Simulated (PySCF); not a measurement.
C6H4Cl4Si, SMILES Clc1cccc([Si](Cl)(Cl)Cl)c1 at its GFN2-xTB optimised geometry (Å):

```
15

Cl    -2.2978    -2.4217     0.0016
C     -1.4504    -0.9160     0.0000
C     -2.1645     0.2717    -0.0009
C     -1.4712     1.4694    -0.0013
C     -0.0883     1.4792    -0.0014
C      0.6353     0.2874     0.0000
Si     2.5299     0.2991    -0.0361
Cl     3.1696     0.4115    -1.9514
Cl     3.2136     1.9027     0.9856
Cl     3.2429    -1.3902     0.8085
C     -0.0663    -0.9160     0.0000
H     -3.2429     0.2553    -0.0003
H     -2.0164     2.4010    -0.0012
H      0.4374     2.4217     0.0011
H      0.4640    -1.8554     0.0038
```

Calculation: PBE0/def2-TZVP (PySCF 2.14.0). Cells within 0.4 Å of a nucleus heavier than hydrogen are left out (blank, or x).

Map of the Laplacian of the electron density (e/bohr⁵), clipped to [-1.50, 1.50] on the plane z = 0.0 Å:

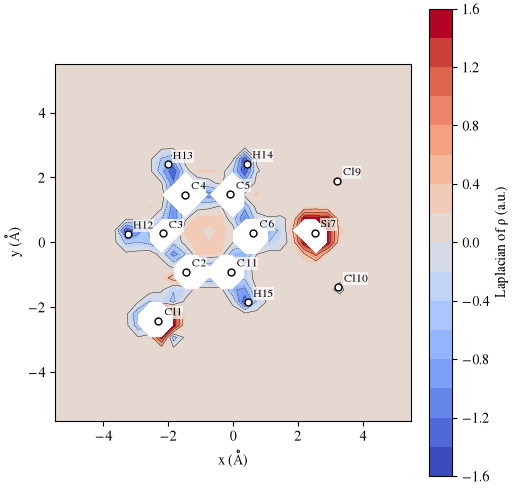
Figure. Laplacian of the electron density (e/bohr⁵), clipped to [-1.50, 1.50] on the plane z = 0.0 Å.
